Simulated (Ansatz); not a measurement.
# What Ta2NO2 monolayer distorts into, part 3 of 3

Aim: this structure of Ta2NO2 monolayer is to be tested for unstable modes, and one is followed downhill.

Ansatz 0.2.0; DFT PBEsol, scalar-relativistic, plane waves, PAW; PAW set soft_1.

So far. Step 4 (The mode frozen in, largest atomic shift 0.08 Å): The energy, extrapolated to zero smearing, is -1.78 meV/atom against the undistorted cell. Step 5 (Energy along the mode, all amplitudes (two of the runs …): The lowest of the steps tried is at 0.08 Å, 1.78 meV/atom below the parent; the bottom of the well need not coincide with a step.

## (6) Relaxing from the distorted cell (continued)

Relaxation path:

```csv
step,energy less that of the first step (eV),largest force component (eV/Å),volume (Å³)
1,0.0000,0.2714,543.06
2,-0.0113,0.2843,542.79
3,-0.0199,0.2968,543.64
4,-0.0652,0.3547,545.53
5,0.2202,2.0275,546.62
6,-0.0927,0.1729,544.72
7,-0.0944,0.1476,545.50
8,-0.0974,0.0342,544.36
9,-0.0975,0.0062,544.28
10,-0.0975,0.0019,544.31
11,-0.0975,0.0007,544.31
12*,-0.0988,0.0005,544.31
13,-0.0989,0.0103,544.32
14,-0.0989,0.0024,544.37
15,-0.0989,0.0009,544.36
16*,-0.0989,0.0009,544.36
```

Relaxation steps marked * repeat the geometry before them on a plane-wave basis chosen anew for their cell, so energy and pressure can jump there. Relaxation step 5 was tried and not accepted.

Forces are held to the 4 operations that the run works with; a distortion that breaks them can't arise in this run.

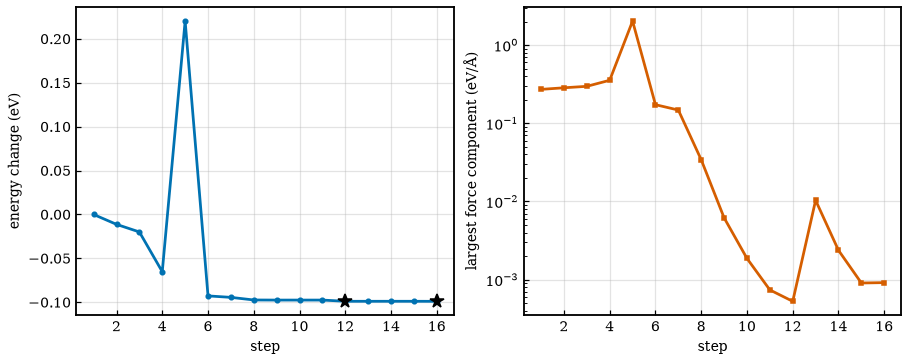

Energy and largest force along the relaxation. Stars mark steps on a basis chosen anew.

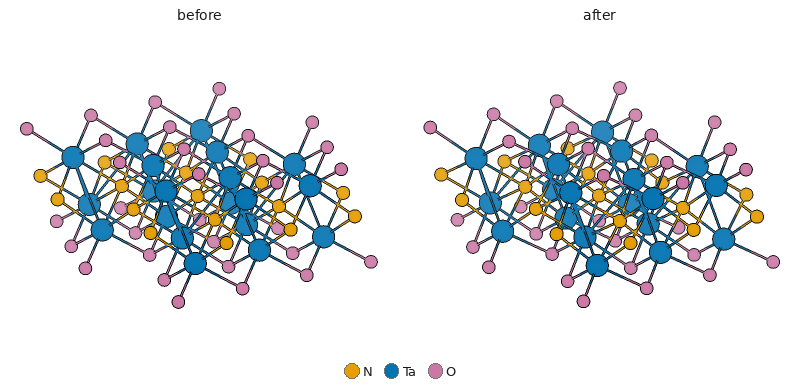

The structure before and after the relaxation, drawn at the same scale.

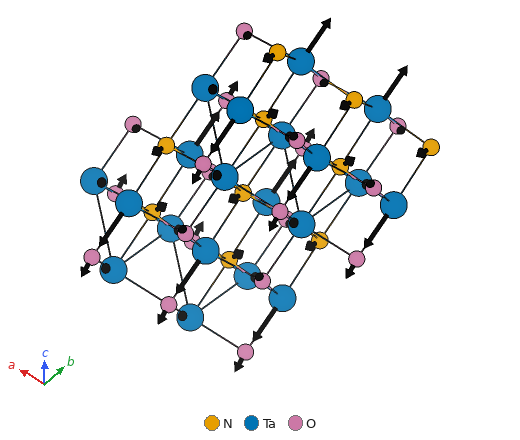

Displacements in the relaxation, exaggerated, measured against the changing cell; the longest in the cell stands for 0.17 Å. 2×2×1 cells are drawn. Some periodic images of atoms are drawn too.

```csv
cell as run,before,after,change
a (Å),3.101,3.055,-1.5 %
b (Å),5.372,5.466,+1.8 %
```

The atoms that moved most (Å, along periodic axes as changes of fractional coordinates times the final cell, across vacuum about the mean position):

```csv
atom,dx,dy,dz,length
Ta4,0.000,0.146,0.088,0.170
Ta6,0.000,-0.146,-0.088,0.170
N1,0.000,0.068,-0.014,0.069
N2,0.000,-0.068,0.014,0.069
O9,0.000,-0.046,-0.046,0.065
O7,0.000,0.046,0.046,0.065
Ta5,0.000,-0.042,0.039,0.057
Ta3,0.000,0.042,-0.039,0.057
```

The relaxed structure:

```xyz
10
Lattice="3.0551 0.0000 0.0000 0.0000 5.4657 0.0000 0.0000 0.0000 32.6000" Properties=species:S:1:pos:R:3
N     1.5275    2.8797   10.0037
N     0.0000   -0.1469    9.9963
Ta    0.0000    1.8227   11.0951
Ta    1.5275    4.7411   11.3208
Ta    1.5275    0.9101    8.9049
Ta    3.0551    3.4575    8.6792
O     1.5275    0.9473   12.3332
O     3.0551    3.6740   12.1963
O     0.0000    1.7856    7.6668
O     1.5275    4.5245    7.8037
```

This step gave:

* area per atom: 1.67 Å²

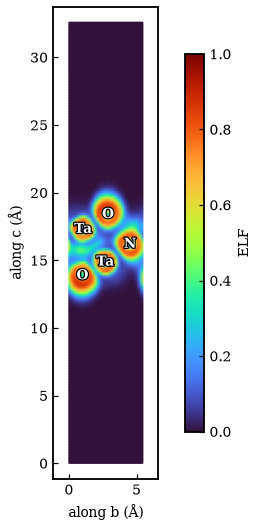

ELF in the bc plane at fractional x = 0.000, with atoms of N and Ta and O within 0.2 Å of it. It is the smooth field of the valence electrons, not physical close to the nuclei. The map starts off the cell's origin, so that atoms lie inside it.

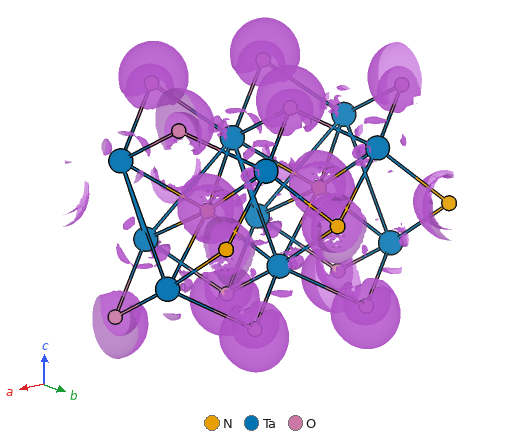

Surface of ELF = 0.79. 2×1×1 cells are drawn.

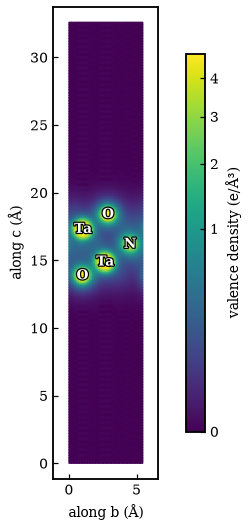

Valence density in the bc plane at fractional x = 0.000, with atoms of N and Ta and O within 0.2 Å of it. It is the smooth field of the valence electrons, not physical close to the nuclei. The map starts off the cell's origin, so that atoms lie inside it. The colour scale is stretched toward low values.

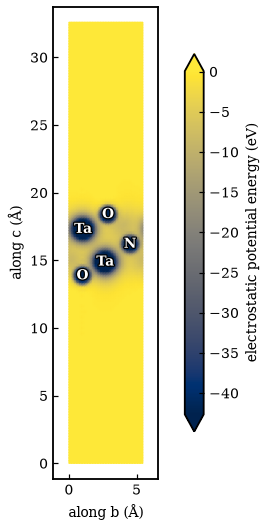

Electrostatic potential energy in the bc plane at fractional x = 0.000, with atoms of N and Ta and O within 0.2 Å of it. With pseudopotentials it is smooth inside the atoms' cores, unlike the true potential. The map starts off the cell's origin, so that atoms lie inside it.

The distorted start has space group P2_1/m; the relaxation ends in P2_1/m.

## (7) The phases reached

The phases reached along the modes that were followed are set side by side.

Energies are those of the first relaxation, on the mesh of the frozen mode; space group, volume and gap are those of the last relaxation. Phases, by row:

```csv
mode frozen in,space group,energy from parent (meV/atom),volume (Å³/atom),gap on mesh (eV),lowest zone-centre optical mode (cm⁻¹),largest shift (Å)
parent,P-3m1,0,54.31,0,–,–
"q = (0, -0.5, 0), 84i cm⁻¹",P2/m,-4.39,54.46,0,–,0.09
"q = (0, -0.5, 0), 66i cm⁻¹",P2_1/m,-11.82,54.44,0,–,0.232
```

## (8) Results

```
unstable mode of the parent                                                      : q = (0, -0.5, 0), 66i cm⁻¹
depth at the lowest point sampled                                                : 1.78 meV/atom
largest atomic shift at that point                                               : 0.08 Å
space group reached (within 0.01 Å)                                              : P2_1/m
energy gained over the parent (first relaxation, on the mesh of the frozen mode) : 11.8 meV/atom
area per atom, phase reached                                                     : 1.67 Å²
```

**Reading.** Along this mode the structure falls into P2_1/m, 11.8 meV/atom below the parent. At the parent's cell the well is 1.783 meV/atom deep on the steps tried, with its lowest point at a shift of 0.08 Å. Relaxing atoms and cell changes the gain by +10.03 meV/atom against the lowest step (energies at zero smearing). Most of the total comes from this relaxation. The modes of the phase reached were not computed on this path. Of the 2 patterns followed to their end from this parent, this one reaches the lowest energy. Each path keeps the symmetry of its pattern, so a lower phase may lie along a pattern not tried. With no gap, or one that is small against the smearing, the frequencies hang on the k mesh and the smearing, most of all near Kohn anomalies. The phonon runs are without spin polarisation, although the cell has an odd electron count. In a sheet or slab the interpolated bending branch near Γ is rough, since the rotational sum rule isn't imposed. Spin-orbit coupling is left out, which can matter for the heavy elements here. The PAW files were made for PBE and serve the other functionals too. A phonon run warned that its eigensolver left some bands unconverged in a pass. The starting cell was built on a prototype and not taken from a measurement.

[Logs are printed without paths, hosts, clocks, repeated set-up lines and the standing remarks that a program may print on its own settings, such as how far it seeks lower states.]

[Hosts, paths, dates, database ids (printed as entryN), source tags and the programs' standing remarks are cut or masked in the printed files.]
